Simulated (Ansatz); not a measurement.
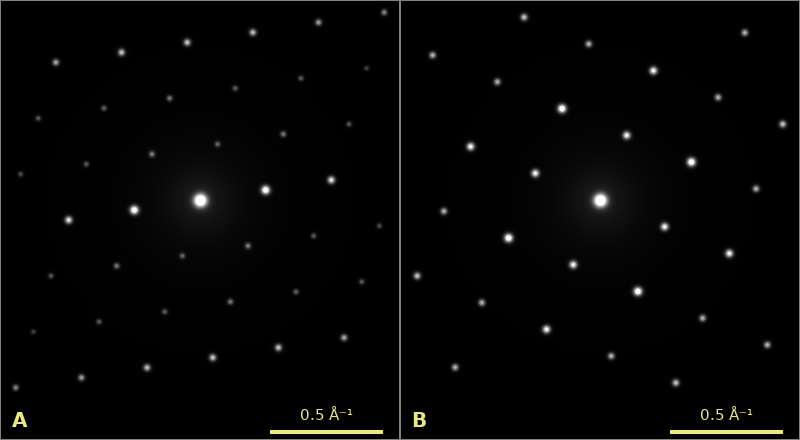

Kinematic electron diffraction patterns (300 kV, B = 0.5 Å², same scale, each along a low-index zone) of two structures of composition CaTl2H2, each relaxed at zero pressure with DFT PBE, scalar-relativistic, plane waves, PAW (Ansatz 0.2.0).

The structures (standard cells):
1. I4/mmm (No. 139), a = 4.491 Å, c = 10.937 Å, 10 atoms; generated start, possibly hypothetical
2. P-3m1 (No. 164), a = 4.381 Å, c = 7.101 Å (hexagonal axes), 5 atoms; generated start, possibly hypothetical

### Which pattern belongs to which structure, and along which zone?

A is structure 2 along [101] or an equivalent direction: centred rectangular net of 0 1 0 at d = 3.79 Å and 1 0 -1 at d = 3.35 Å, 63.8° apart. B is structure 1 along [001]: square net of 1 -1 0 at d = 3.18 Å and 1 1 0 at d = 3.18 Å, 90.0° apart.

### Rank the structures by their computed energy.

Structure 1 (I4/mmm, 22.06 Å³ an atom) is the lowest of these; structure 2 (P-3m1, 23.60 Å³ an atom) lies about 140 meV an atom higher. These are static energies at 0 K; other structures, not shown, may lie lower still.
